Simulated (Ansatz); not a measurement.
# A computed series for ScAl3: response to strain

The reference is ScAl$_{3}$ in the Cu3Au type structure (space group Pm-3m, No. 221; a = 4.033 Å; relaxed with 0.1 eV smearing).

Strains are applied to the cell and any free atomic positions relax.

Level of theory: LDA (Ansatz, a program for electronic structure, PAW, no SOC).

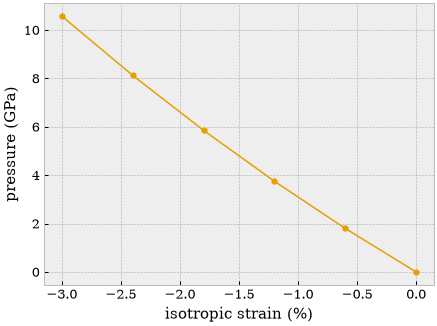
Figure: Pressure against isotropic strain

**Question.** From the plot, what is the pressure for isotropic strain −0.60 %?

**Answer.** About 1.8 GPa.

**Question.** Is the trend monotonic over the range shown?

**Answer.** Yes, it falls throughout, spanning 0.0 GPa to 10.6 GPa.

No phonon test of stability was made. All final runs are without spin polarisation.
